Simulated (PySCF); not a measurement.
# Ga···HF···HF (charge +1): what the fields show

Input file:

```
{"job": {"kind": "inter", "xc": "wB97M-D3(BJ)", "basis": "def2-TZVPD", "pairs": true}, "charge": 1, "multiplicity": 1, "parts": [{"atoms": "0-0", "charge": 1, "multiplicity": 1}, {"atoms": "1-2", "charge": 0, "multiplicity": 1}, {"atoms": "3-4", "charge": 0, "multiplicity": 1}]}
Ga    -0.138435    -0.218603     0.216796
F     -1.822421    -0.732816    -1.452284
H     -2.476304    -0.977593    -2.064724
F      0.510350     1.883918    -0.862820
H      0.854715     2.702944    -1.134670
```

Command:

```sh
OMP_NUM_THREADS=1 python cluster_run.py task.json out
```

Geometry: PBE0-D3(BJ)/def2-SVPD.

Computed with PySCF, wB97M-D3(BJ)/def2-TZVPD, SCF density, gas phase.

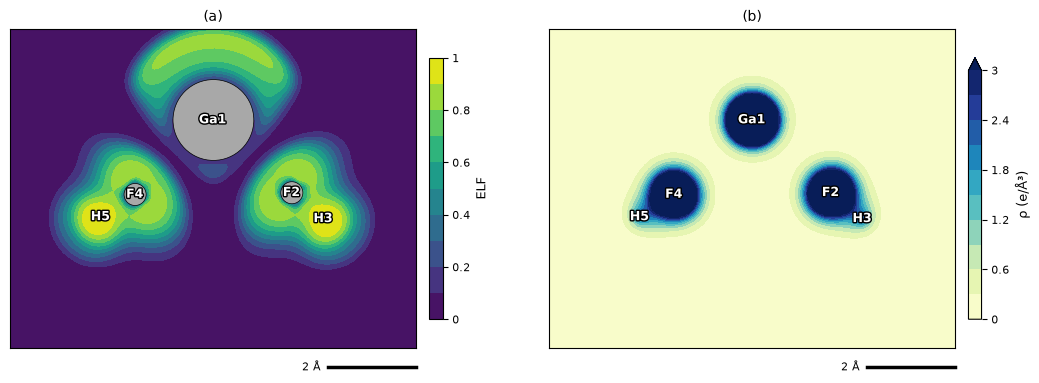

Figure 1. (a) electron localisation function; (b) electron density on the molecular plane. Grey discs cover the atomic cores in the ELF map.

Describe what can be read from this map.

- Atoms in the plane: Ga, F and H.
- F–H (0.93 Å): ρ at the midpoint is about 4.7 e/Å³; the ELF climbs to about 1 towards the hydrogen, as it does in any bond to H: an ordinary covalent bond to hydrogen.
- The ELF also peaks beside F4 and F2, away from the bonds: lone-pair regions.

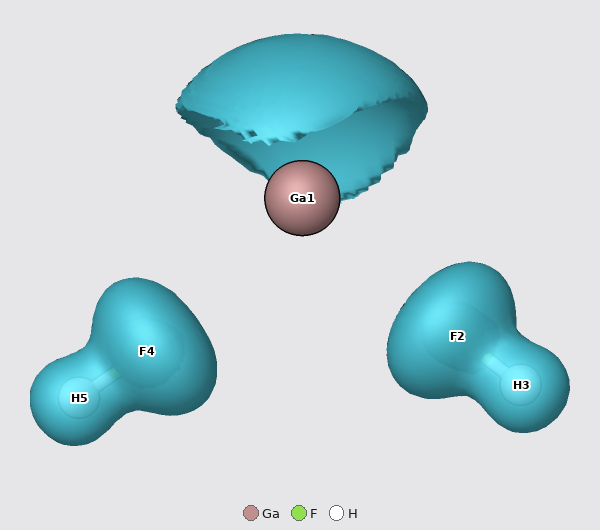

Figure 2. Isosurface of the electron localisation function at 0.75 (cyan), seen at a tilt. Only the valence region is drawn (cores and ρ < 0.01 e/Å³ removed).

What do the ELF domains correspond to?

The ELF exceeds this value in one region wrapped around Ga (its valence shell) and two joined regions spread over several atoms (F, H), in which their bonds and any lone pairs are merged.
